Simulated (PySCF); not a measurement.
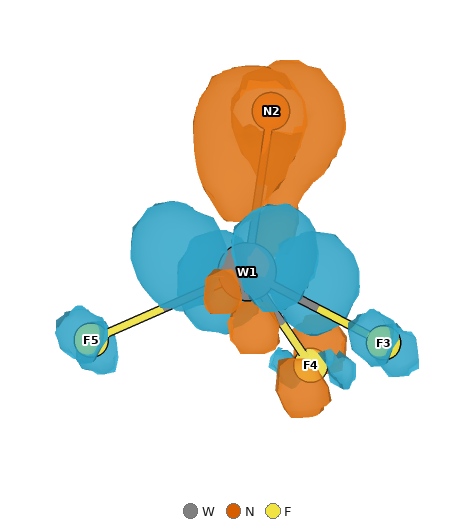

Figure 1: F3NW. Unrelaxed difference density of S₃ less the ground state (TDA singlet states), ±0.08 e/Å³; light blue: gain, orange: loss.

Computed with PySCF, ωB97X/def2-SVP, geometry: GFN2-xTB. Core potentials replace the inner electrons of W; spin–orbit coupling isn't included. This is a single-reference result, which may miss multireference character in this system. No frequency check shows the geometry to be a minimum. GFN2-xTB bond lengths at metals and heavier atoms can be off by up to 0.1 Å and shapes distorted, which carries into these values. Without diffuse functions Rydberg states are missing, so the states' numbers hold for this basis only.

The calculation's input:

```python
import numpy as np
from pyscf import gto, scf, dft, tdscf
from pyscf.scf import atom_ks, atom_hf
from scipy.linalg import block_diag

def solve(mol, dm0=None, hcore=None):
    mf = (dft.UKS if mol.spin else dft.RKS)(mol, xc='wb97x')
    mf.grids.level = 3
    mf = mf.density_fit(auxbasis='def2-universal-jkfit')
    mf.conv_tol, mf.max_cycle = 1e-8, 80
    if hcore is not None:
        mf.get_hcore = lambda *args: hcore
    mf.kernel(dm0)
    if not mf.converged:
        mf = mf.newton().run(mf.mo_coeff, mf.mo_occ, max_cycle=30)
    assert mf.converged, 'SCF not converged'
    return mf

mol = gto.M(atom='''
W     -0.00089     0.12113    -0.10688
N     -0.00268     1.64993     0.80174
F     -1.70238    -0.55205    -0.48503
F      0.00822    -1.18381     1.23036
F      1.70357    -0.54341    -0.49011
''', basis='def2-svp', ecp={'W': 'def2-svp'}, charge=0, spin=0, verbose=4)
mf = solve(mol)
td = mf.TDA()
td.nstates, td.singlet, td.conv_tol = 4, True, 1e-5
td.kernel()
td.analyze()
x, y = np.array([p[0] for p in td.xy]), np.array([p[1] + 0 * p[0] for p in td.xy])
f, mu = td.oscillator_strength(), td.transition_dipole()
nto = [td.get_nto(state=i + 1, verbose=4) for i in range(len(td.e))]
# spherically averaged free atoms, for the promolecule
atom_ks.AtomSphAverageRKS.init_guess_by_vsap = lambda self, mol=None: self.init_guess_by_minao(mol)  # core potentials
atm = atom_ks.get_atm_nrks(mol, xc='wb97x')
pro = block_diag(*[(atm[a[0]][2] * atm[a[0]][3]) @ atm[a[0]][2].T for a in mol._atom])
np.savez('result.npz', e=td.e, f=f, ok=td.converged, w=[n[0] for n in nto], nto=[n[1] for n in nto], x=x, y=y, c=mf.mo_coeff, occ=mf.mo_occ, eps=mf.mo_energy, pro=pro, mu=mu)
```

Run with:

```sh
OMP_NUM_THREADS=1 python input.py
```

The run took 81 s on 1 thread of Intel(R) Xeon(R) Processor @ 2.70GHz, on a shared host, peak memory 0.51 GiB.

> How does the charge move on excitation?

0.73 e is displaced in all, of which about 0.5 e passes between atoms: N2 (0.46 e) loses electrons and W1 (0.38 e) and F3 and F5 (0.06 e each) gain them. The state: 3.14 eV (395 nm), f = 0.000 (dark), mixed metal–ligand; the leading pair carries 92 %; hole on N2 (50 %), W1 (38 %) and F4 (10 %), electron on W1 (76 %) and F3, F4 and F5 (7 % each); their centroids lie 1.0 Å apart.
